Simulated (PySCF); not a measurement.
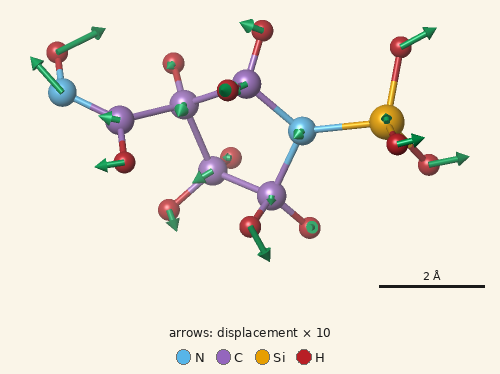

This is a relaxation of C5H12N2Si. The starting structure is drawn; green arrows show the displacements, 10 times their true length. The two geometries are superimposed by the best rigid fit.

A ball-and-stick model, seen at a tilt.

The start comes from GFN2-xTB. Its atoms were then displaced at random by about 0.01 Å.

All numbers below come from PySCF, PBE0-D3(BJ)/def2-SVP geometry optimisation, gas phase. 

What did the optimiser do to the structure, and how much energy did it gain?

An H atom moves most after the best rigid fit: 0.11 Å. Largest moves by element: H 0.11 Å, N 0.09 Å, C 0.05 Å, Si 0.02 Å. Some distances before and after: C–N 1.219 → 1.266 Å, H–Si 1.450 → 1.494 Å, C–C 1.495 → 1.526 Å, C–C 1.584 → 1.554 Å. Bond angles that change, for instance: C–N–H 116.7° → 109.8°, N–Si–H 104.0° → 107.7°, C–C–H 109.4° → 112.6°. After 6 geometry steps the energy has fallen by 26.9 kJ/mol.
